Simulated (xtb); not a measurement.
Run report: AsH2, geometry relaxation (part 1 of 4)

The run: geometry relaxation of AsH2, multiplicity 2. Method and program: GFN1-xTB (xtb 6.7.1).

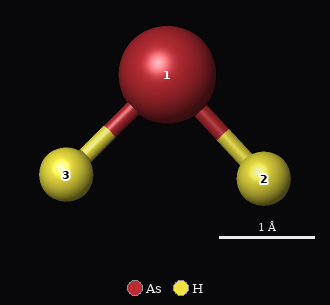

*The input geometry (ball-and-stick view, seen on its broad side; atoms are numbered from 1 in the order of the input).*

Bond lengths as drawn: As–H 1.49 to 1.52 Å.

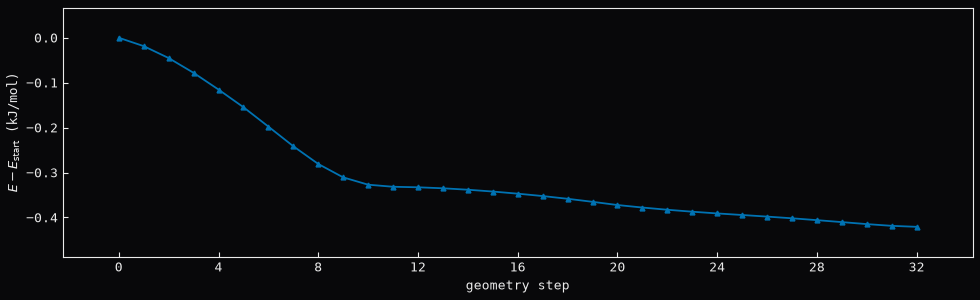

*Progress of the relaxation, step by step (steps are counted from 0).*

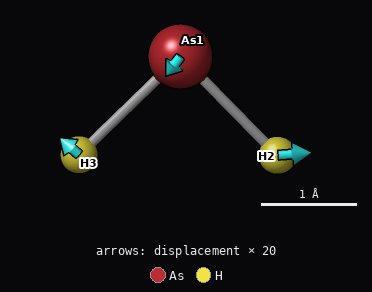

*The starting structure with the displacements as teal arrows, magnified 20 times (ball-and-stick view, seen at a tilt). The two geometries are laid on each other by the best rigid fit.*

After 32 geometry steps the energy has fallen by 0.42 kJ/mol. H2 moves most after the best rigid fit: 0.019 Å. By element the largest moves are H 0.019 Å, As 0.014 Å. Among the contacts that change: As1–H3 1.516 → 1.502 Å, As1–H2 1.493 → 1.502 Å. (Atoms are counted from 1 in the order of the input.)

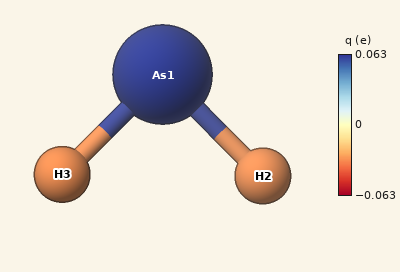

*Mulliken charges, as the colour of each atom (ball-and-stick view, seen on its broad side; atoms are numbered from 1 in the order of the input).*

By element: As +0.06 and H −0.03 e.

These pictures come from the run below.

## Input file (coord)
```
$coord
     -1.083852418779      0.617638086573     -0.507769409687  as
      1.300774080625      1.438024889056      0.756306189598  h
     -0.231548142050     -2.089848121224     -0.125685684549  h
$end
```

## File .CHRG
```
0
```

## File .UHF
```
1
```

## File detailed.inp
```
$opt
   engine=inertial
$end
```

Run as:
```bash
xtb coord --opt tight --gfn 1 --input detailed.inp | tee out.txt
```

## The program's output
```
* xtb version 6.7.1
   ID    Z sym.   atoms
    1   33 as     1
    2    1 h      2, 3

           -------------------------------------------------
          |                Calculation Setup                |
           -------------------------------------------------

          program call               : xtb coord --opt tight --gfn 1 --input detailed.inp
          coordinate file            : coord
          omp threads                :                     1

           -------------------------------------------------
          |                 G F N 1 - x T B                 |
           -------------------------------------------------

      * Hamiltonian:
        H0-scaling (s, p, d)           1.850000    2.250000    2.000000
        zeta-weighting                 0.000000
      * Dispersion:
        s8                             2.400000
        a1                             0.630000
        a2                             5.000000
        s9                             0.000000
      * Repulsion:
        kExp                           1.500000
        rExp                           1.000000
      * Coulomb:
        alpha                          2.000000
        third order                    atomic
        anisotropic                    false
      * Halogen bond correction:
        rad-scale                      1.300000
        damping                        0.440000

          ...................................................
          :                      SETUP                      :
          :.................................................:
          :  # basis functions                  14          :
          :  # atomic orbitals                  13          :
          :  # shells                            7          :
          :  # electrons                         7          :
          :  # halogen bonds                     0          :
          :  max. iterations                   250          :
          :  Hamiltonian                  GFN1-xTB          :
          :  restarted?                      false          :
          :  GBSA solvation                  false          :
          :  PC potential                    false          :
          :  electronic temp.          300.0000000     K    :
          :  accuracy                    1.0000000          :
          :  -> integral cutoff          0.2500000E+02      :
          :  -> integral neglect         0.1000000E-07      :
          :  -> SCF convergence          0.1000000E-05 Eh   :
          :  -> wf. convergence          0.2000000E-04 e    :
          :  Broyden damping             0.4000000          :
          :  net charge                          0          :
          :  unpaired electrons                  1          :
          ...................................................

 iter      E             dE          RMSdq      gap      omega  full diag
   1     -3.3228114 -0.332281E+01  0.368E+00    3.60       0.0  T
   2     -3.3810623 -0.582509E-01  0.189E+00    4.07       1.0  T
   3     -3.3891946 -0.813224E-02  0.572E-01    3.94       1.0  T
   4     -3.3891649  0.296928E-04  0.105E-01    3.94       1.0  T
   5     -3.3892034 -0.385650E-04  0.754E-04    3.93      76.6  T
   6     -3.3892034  0.403106E-09  0.675E-04    3.93      85.5  T
   7     -3.3892034 -0.100273E-08  0.259E-04    3.93     223.3  T
   8     -3.3892034 -0.150765E-09  0.447E-07    3.93  100000.0  T
   9     -3.3892034 -0.177636E-14  0.485E-08    3.93  100000.0  T

   *** convergence criteria satisfied after 9 iterations ***

         #    Occupation            Energy/Eh            Energy/eV
      -------------------------------------------------------------
         1        2.0000           -0.6953603             -18.9217
         2        2.0000           -0.4670417             -12.7089
         3        2.0000           -0.4353845             -11.8474
         4        1.0000           -0.3305518              -8.9948 (HOMO)
         5                         -0.1859569              -5.0601 (LUMO)
         6                         -0.1225242              -3.3341
         7                         -0.0720832              -1.9615
         8                         -0.0720832              -1.9615
         9                         -0.0720832              -1.9615
       ...                                ...                  ...
        13                          0.7812105              21.2578
      -------------------------------------------------------------
                  HL-Gap            0.1445949 Eh            3.9346 eV
             Fermi-level           -0.3206113 Eh           -8.7243 eV

 SCC (total)                   0 d,  0 h,  0 min,  0.001 sec
 SCC setup                      ...        0 min,  0.000 sec (  3.614%)
 Dispersion                     ...        0 min,  0.000 sec (  1.443%)
 classical contributions        ...        0 min,  0.000 sec (  0.640%)
 integral evaluation            ...        0 min,  0.000 sec ( 23.506%)
 iterations                     ...        0 min,  0.000 sec ( 43.854%)
 molecular gradient             ...        0 min,  0.000 sec ( 21.724%)
 printout                       ...        0 min,  0.000 sec (  4.802%)

         :::::::::::::::::::::::::::::::::::::::::::::::::::::
         ::                     SUMMARY                     ::
         :::::::::::::::::::::::::::::::::::::::::::::::::::::
         :: total energy              -3.379092486350 Eh    ::
         :: gradient norm              0.007838427745 Eh/a0 ::
         :: HOMO-LUMO gap              3.934626475424 eV    ::
         ::.................................................::
         :: SCC energy                -3.389203443408 Eh    ::
         :: -> electrostatic           0.001033968042 Eh    ::
         :: repulsion energy           0.010438221882 Eh    ::
         :: dispersion energy         -0.000327264824 Eh    ::
         :: halogen bond corr.         0.000000000000 Eh    ::
         :: add. restraining           0.000000000000 Eh    ::
         :: total charge              -0.000000000000 e     ::
         :::::::::::::::::::::::::::::::::::::::::::::::::::::

      -----------------------------------------------------------
     |              Fast Inertial Relaxation Engine              |
      -----------------------------------------------------------

          ...................................................
          :                      SETUP                      :
          :.................................................:
          :   energy convergence        0.1000000E-05 Eh    :
          :   grad. convergence         0.8000000E-03 Eh/a0 :
          :   optimization log               true           :
          :   writing optlog all                1     steps :
          :   Hessian reset                    20     steps :
          :   time step scaling                 5     steps :
          :   maximium step len.        1.0000000     a0    :
          :   initial time step         0.2500000     fs    :
          :   maximum time step         1.2500000     fs    :
          :   power reset thr           0.0000000     au    :
          :   alpha parameter           0.1000000           :
          :   BFGS update                   false           :
          :   preconditioning               false           :
          ...................................................

........................................................................
.............................. CYCLE    1 ..............................
........................................................................

 iter      E             dE          RMSdq      gap      omega  full diag
   1     -3.3892197 -0.338922E+01  0.183E-03    3.94       0.0  T
   2     -3.3892197 -0.362259E-08  0.589E-04    3.94      98.0  T
   3     -3.3892197 -0.405898E-09  0.397E-04    3.94     145.4  T
   4     -3.3892197 -0.157212E-09  0.132E-04    3.94     436.8  T
   5     -3.3892197 -0.646194E-11  0.393E-09    3.94  100000.0  T
     SCC iter.                  ...        0 min,  0.000 sec
     gradient                   ...        0 min,  0.000 sec
 * total energy  :    -3.3790996 Eh     change    :  -0.7089907E-05 Eh
   gradient norm :     0.0075974 Eh/a0  converged?    E=F G=F D=T
   time step     :     0.2500000 fs     power     :   0.3704312E-09
   step length   :     0.0009186 a0     speed     :   0.8888403E-04

........................................................................
.............................. CYCLE    2 ..............................
........................................................................

 iter      E             dE          RMSdq      gap      omega  full diag
   1     -3.3892436 -0.338924E+01  0.272E-03    3.94       0.0  T
   2     -3.3892436 -0.795360E-08  0.875E-04    3.94      66.0  T
   3     -3.3892436 -0.889465E-09  0.589E-04    3.94      98.0  T
   4     -3.3892436 -0.344992E-09  0.196E-04    3.94     294.1  T
   5     -3.3892436 -0.142175E-10  0.586E-09    3.94  100000.0  T
     SCC iter.                  ...        0 min,  0.000 sec
     gradient                   ...        0 min,  0.000 sec
 * total energy  :    -3.3791097 Eh     change    :  -0.1011716E-04 Eh
   gradient norm :     0.0072408 Eh/a0  converged?    E=F G=F D=F
   time step     :     0.2500000 fs     power     :   0.5240212E-09
   step length   :     0.0013638 a0     speed     :   0.1319580E-03

........................................................................
.............................. CYCLE    3 ..............................
........................................................................

 iter      E             dE          RMSdq      gap      omega  full diag
   1     -3.3892745 -0.338927E+01  0.356E-03    3.94       0.0  T
   2     -3.3892745 -0.135835E-07  0.115E-03    3.94      50.4  T
   3     -3.3892745 -0.151526E-08  0.771E-04    3.94      74.9  T
   4     -3.3892745 -0.588965E-09  0.257E-04    3.94     224.3  T
   5     -3.3892745 -0.243845E-10  0.784E-09    3.94  100000.0  T
   6     -3.3892745  0.000000E+00  0.503E-09    3.94  100000.0  T
     SCC iter.                  ...        0 min,  0.000 sec
     gradient                   ...        0 min,  0.000 sec
 * total energy  :    -3.3791222 Eh     change    :  -0.1252589E-04 Eh
   gradient norm :     0.0067759 Eh/a0  converged?    E=F G=F D=F
   time step     :     0.2500000 fs     power     :   0.6425641E-09
   step length   :     0.0017880 a0     speed     :   0.1730019E-03

........................................................................
.............................. CYCLE    4 ..............................
........................................................................

 iter      E             dE          RMSdq      gap      omega  full diag
   1     -3.3893117 -0.338931E+01  0.433E-03    3.94       0.0  T
   2     -3.3893117 -0.200902E-07  0.140E-03    3.94      41.3  T
   3     -3.3893117 -0.223422E-08  0.941E-04    3.94      61.4  T
   4     -3.3893117 -0.870883E-09  0.314E-04    3.94     183.6  T
   5     -3.3893117 -0.362617E-10  0.986E-09    3.94  100000.0  T
   6     -3.3893117  0.888178E-15  0.625E-09    3.94  100000.0  T
     SCC iter.                  ...        0 min,  0.000 sec
     gradient                   ...        0 min,  0.000 sec
 * total energy  :    -3.3791364 Eh     change    :  -0.1417313E-04 Eh
   gradient norm :     0.0062135 Eh/a0  converged?    E=F G=F D=F
   time step     :     0.2500000 fs     power     :   0.7190889E-09
   step length   :     0.0021848 a0     speed     :   0.2113874E-03

........................................................................
.............................. CYCLE    5 ..............................
........................................................................

 iter      E             dE          RMSdq      gap      omega  full diag
   1     -3.3893542 -0.338935E+01  0.503E-03    3.95       0.0  T
   2     -3.3893542 -0.269634E-07  0.163E-03    3.95      35.5  T
   3     -3.3893542 -0.298777E-08  0.109E-03    3.95      52.8  T
   4     -3.3893542 -0.116880E-08  0.366E-04    3.95     157.7  T
   5     -3.3893542 -0.490110E-10  0.119E-08    3.95  100000.0  T
   6     -3.3893542  0.754952E-14  0.741E-09    3.95  100000.0  T
     SCC iter.                  ...        0 min,  0.000 sec
     gradient                   ...        0 min,  0.000 sec
 * total energy  :    -3.3791514 Eh     change    :  -0.1496785E-04 Eh
   gradient norm :     0.0055684 Eh/a0  converged?    E=F G=F D=F
   time step     :     0.2500000 fs     power     :   0.7495248E-09
   step length   :     0.0025480 a0     speed     :   0.2465291E-03

........................................................................
.............................. CYCLE    6 ..............................
........................................................................

 iter      E             dE          RMSdq      gap      omega  full diag
   1     -3.3894060 -0.338941E+01  0.626E-03    3.95       0.0  T
   2     -3.3894060 -0.415607E-07  0.203E-03    3.95      28.4  T
   3     -3.3894060 -0.458412E-08  0.136E-03    3.95      42.4  T
   4     -3.3894060 -0.180178E-08  0.458E-04    3.95     126.1  T
   5     -3.3894060 -0.762248E-10  0.156E-08    3.95  100000.0  T
   6     -3.3894060  0.444089E-15  0.940E-09    3.95  100000.0  T
     SCC iter.                  ...        0 min,  0.000 sec
     gradient                   ...        0 min,  0.000 sec
 * total energy  :    -3.3791678 Eh     change    :  -0.1642186E-04 Eh
   gradient norm :     0.0047832 Eh/a0  converged?    E=F G=F D=F
   time step     :     0.2750000 fs     power     :   0.7286831E-09
   step length   :     0.0031951 a0     speed     :   0.2810368E-03

........................................................................
.............................. CYCLE    7 ..............................
........................................................................

 iter      E             dE          RMSdq      gap      omega  full diag
   1     -3.3894670 -0.338947E+01  0.759E-03    3.95       0.0  T
   2     -3.3894671 -0.605785E-07  0.247E-03    3.95      23.4  T
   3     -3.3894671 -0.664311E-08  0.165E-03    3.95      34.9  T
   4     -3.3894671 -0.262760E-08  0.557E-04    3.95     103.6  T
   5     -3.3894671 -0.112430E-09  0.203E-08    3.95  100000.0  T
   6     -3.3894671 -0.355271E-14  0.116E-08    3.95  100000.0  T
     SCC iter.                  ...        0 min,  0.000 sec
     gradient                   ...        0 min,  0.000 sec
 * total energy  :    -3.3791844 Eh     change    :  -0.1664354E-04 Eh
   gradient norm :     0.0038780 Eh/a0  converged?    E=F G=F D=F
   time step     :     0.3025000 fs     power     :   0.6442767E-09
   step length   :     0.0039177 a0     speed     :   0.3132708E-03
```
